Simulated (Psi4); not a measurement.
# GeH2 (SMILES [GeH2]): BP86/def2-SVP (Cholesky decomposition, cholesky tolerance 0.001, sweep point 6)

What is the vertical ionisation energy of GeH2 at BP86/def2-SVP (Cholesky decomposition, cholesky tolerance 0.001, sweep point 6)? The job is set up through a Python script.

The results are computed with Psi4 1.11.

2 further runs of the same task are left out: 2 for a known fault of the program. Runs told in other sessions of the task aren't counted.

### Step 1. The system as given

The species is GeH2 (3 atoms), meant as a singlet with charge 0. SMILES: `[GeH2]`. The shape is that of a PBE0-D4/def2-TZVP optimisation.

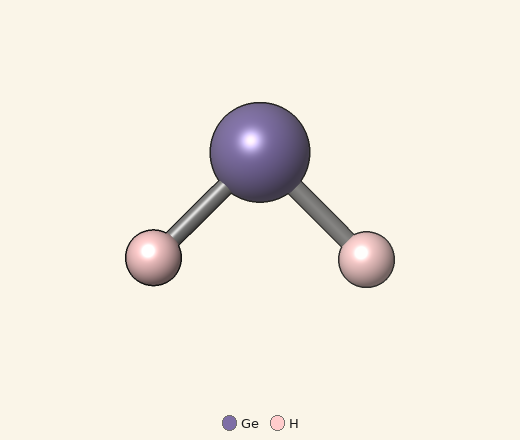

Viewed from a chosen angle; germanium purple, hydrogen pink.

### Step 2. A single-point energy at BP86/def2-SVP (Cholesky decomposition, cholesky tolerance 0.001, sweep point 6)

The input, job.py:

```python
import psi4

psi4.set_memory(1600000000)
psi4.set_num_threads(1)
psi4.set_output_file('run.log', False)

molecule = psi4.geometry("""
Ge    -1.07733286     0.76552805    -0.49832078
H      1.47965556     1.40520035     0.96187060
H     -0.40232269    -2.17072840    -0.46354982
units bohr
symmetry c1
""")

psi4.set_options({
    'basis': 'def2-SVP',
    'puream': True,
    'scf_type': 'cd',
    'dft_radial_points': 99,
    'dft_spherical_points': 590,
    'cholesky_tolerance': 0.001,
})

e = psi4.energy('bp86', molecule=molecule)
print(f'bp86 energy: {e:.10f} Eh')
```

Run with:

```
python job.py
```

run.log:

```text
[...]
  Running in c1 symmetry.
[...]
  Nuclear repulsion =   21.473702033599352
[...]
  Multiplicity = 1
[...]
  Nalpha       = 17
  Nbeta        = 17
[...]
    Number of basis functions: 42
[...]
   @RKS iter   1: -2076.80088779700964   -1.92667e+00   5.68641e-02 ADIIS/DIIS
[...]
   @RKS iter   8: -2078.15109681009835    2.41230e-08   7.03501e-07 DIIS
[...]
    Orbital Energies [Eh]
    ---------------------
    Doubly Occupied:
       1A   -397.151873     2A    -49.182822     3A    -43.810814
       4A    -43.806825     5A    -43.805950     6A     -5.980999
       7A     -4.208487     8A     -4.195046     9A     -4.192019
      10A     -1.111551    11A     -1.108152    12A     -1.105762
      13A     -1.097646    14A     -1.095422    15A     -0.475416
      16A     -0.280591    17A     -0.218988
[...]
  @RKS Final Energy: -2078.15109681009835
   => Energetics <=
    Nuclear Repulsion Energy =             21.4737020335993520
    One-Electron Energy =               -2937.5262994916720345
    Two-Electron Energy =                 917.8646872922888633
    DFT Exchange-Correlation Energy =     -79.9631866443144617
    Empirical Dispersion Energy =           0.0000000000000000
    VV10 Nonlocal Energy =                  0.0000000000000000
    Total Energy =                      -2078.1510968100983519
[...]
 Multipole Moments:
 ------------------------------------------------------------------------------------
     Multipole            Electronic (a.u.)      Nuclear  (a.u.)        Total (a.u.)
 ------------------------------------------------------------------------------------
 L = 1.  Multiply by 2.5417464519 to convert [e a0] to [Debye]
 Dipole X            :         -1.9639096            1.9501117           -0.0137979
 Dipole Y            :          1.2752563           -1.2664574            0.0087989
 Dipole Z            :          0.0000002           -0.0000000            0.0000002
 Magnitude           :                                                    0.0163647
[...]
```

On the terminal:

```text
bp86 energy: -2078.1510968101 Eh
```

It took 4.8 s on 1 thread of Intel Xeon Platinum 8259CL at 2.50GHz (Skylake/Cascade Lake), shared host; peak memory 0.4 GiB.

### Step 3. The doublet cation, same level

The input, geh2.py:

```python
import psi4

psi4.set_memory(1600000000)
psi4.set_num_threads(1)
psi4.core.set_output_file('output.dat', False)

mol = psi4.geometry("""
1 2
Ge    -1.07733286     0.76552805    -0.49832078
H      1.47965556     1.40520035     0.96187060
H     -0.40232269    -2.17072840    -0.46354982
units au
symmetry c1
""")

options = {'reference': 'uks', 'puream': True, 'scf_type': 'cd', 'dft_radial_points': 99, 'dft_spherical_points': 590, 'cholesky_tolerance': 0.001, 'maxiter': 100}
psi4.set_options(options)

e_tot = psi4.energy("bp86/def2-SVP")
print(f'bp86/def2-SVP energy: {e_tot:.10f} Eh')
for k, v in sorted(psi4.core.scalar_variables().items()):
    print(f'{k:45s} {v:18.10f}')
```

Run with:

```
python geh2.py
```

output.dat:

```text
[...]
  Running in c1 symmetry.
[...]
  Nuclear repulsion =   21.473702033599352
[...]
  Multiplicity = 2
[...]
  Nalpha       = 17
  Nbeta        = 16
[...]
    Number of basis functions: 42
[...]
   @UKS iter   1: -2076.63359047319818   -1.75937e+00   5.53904e-02 DIIS/ADIIS
[...]
   @UKS iter   8: -2077.80007108840800   -4.05998e-08   6.54291e-07 DIIS
[...]
   @S^2 Observed:                7.519043088E-01
[...]
    Orbital Energies [Eh]
    ---------------------
    Alpha Occupied:
       1A   -397.484630     2A    -49.513240     3A    -44.141376
       4A    -44.138198     5A    -44.136395     6A     -6.312575
       7A     -4.539432     8A     -4.528241     9A     -4.523007
      10A     -1.442635    11A     -1.440314    12A     -1.435798
      13A     -1.430161    14A     -1.427551    15A     -0.779739
      16A     -0.568773    17A     -0.533371
    Alpha Virtual:
      18A     -0.424062    19A     -0.260785    20A     -0.212315
      21A     -0.082634    22A      0.028944    23A      0.032997
      24A      0.038452    25A      0.042966    26A      0.057634
[...]
  @UKS Final Energy: -2077.80007108840800
   => Energetics <=
    Nuclear Repulsion Energy =             21.4737020335993520
    One-Electron Energy =               -2926.5215780177095439
    Two-Electron Energy =                 906.9380163945393178
    DFT Exchange-Correlation Energy =     -79.6902114988371153
    Empirical Dispersion Energy =           0.0000000000000000
    VV10 Nonlocal Energy =                  0.0000000000000000
    Total Energy =                      -2077.8000710884080036
  UHF NO Occupations:
  HONO-2 :   15  A 1.9996585
  HONO-1 :   16  A 1.9994396
[...]
 Multipole Moments:
 ------------------------------------------------------------------------------------
     Multipole            Electronic (a.u.)      Nuclear  (a.u.)        Total (a.u.)
 ------------------------------------------------------------------------------------
 L = 1.  Multiply by 2.5417464519 to convert [e a0] to [Debye]
 Dipole X            :         -1.8602328            1.9501117            0.0898790
 Dipole Y            :          1.2081378           -1.2664574           -0.0583196
 Dipole Z            :         -0.0000000           -0.0000000           -0.0000000
 Magnitude           :                                                    0.1071420
[...]
```

Standard output:

```text
bp86/def2-SVP energy: -2077.8000710884 Eh
CURRENT ENERGY                                  -2077.8000710884
CURRENT REFERENCE ENERGY                        -2077.8000710884
DD SOLVATION ENERGY                                 0.0000000000
DFT FUNCTIONAL TOTAL ENERGY                     -2077.8000710884
DFT TOTAL ENERGY                                -2077.8000710884
DFT VV10 ENERGY                                     0.0000000000
DFT XC ENERGY                                     -79.6902114988
GRID ELECTRONS ALPHA                               17.0000000375
GRID ELECTRONS BETA                                16.0000000186
GRID ELECTRONS TOTAL                               33.0000000561
NUCLEAR REPULSION ENERGY                           21.4737020336
ONE-ELECTRON ENERGY                             -2926.5215780177
PCM POLARIZATION ENERGY                             0.0000000000
PE ENERGY                                           0.0000000000
SCF ITERATION ENERGY                            -2077.8000710884
SCF ITERATIONS                                      8.0000000000
SCF TOTAL ENERGY                                -2077.8000710884
TWO-ELECTRON ENERGY                               906.9380163945
XC GRID RADIAL POINTS                              99.0000000000
XC GRID SPHERICAL POINTS                          590.0000000000
XC GRID TOTAL POINTS                           166561.0000000000
```

Run time: 6 s. Hardware: 1 thread of Intel Xeon Platinum 8259CL at 2.50GHz (Skylake/Cascade Lake), shared host; peak memory 0.4 GiB.

### Step 4. What came out

Level: BP86/def2-SVP (Cholesky decomposition, cholesky tolerance 0.001, sweep point 6).

| quantity | value |
| --- | --- |
| singlet GeH2: total energy | -2078.15110 Eh |
| singlet GeH2: dipole moment | 0.04 D |
| singlet GeH2: HOMO energy | -5.96 eV |
| singlet GeH2: LUMO energy | -4.02 eV |
| singlet GeH2: HOMO–LUMO gap | 1.94 eV |
| doublet cation: total energy | -2077.80007 Eh |
| doublet cation: HOMO energy (highest over α and β) | -14.51 eV |
| doublet cation: LUMO energy (lowest over α and β) | -13.12 eV |
| doublet cation: ⟨S²⟩ | 0.752 |
| vertical ionisation energy (to the doublet cation) | 9.552 eV |

**Reading.** The vertical ionisation energy comes to 9.55 eV (220 kcal/mol). The negative HOMO energy of the first species, 5.96 eV, lies 3.59 eV below that difference.
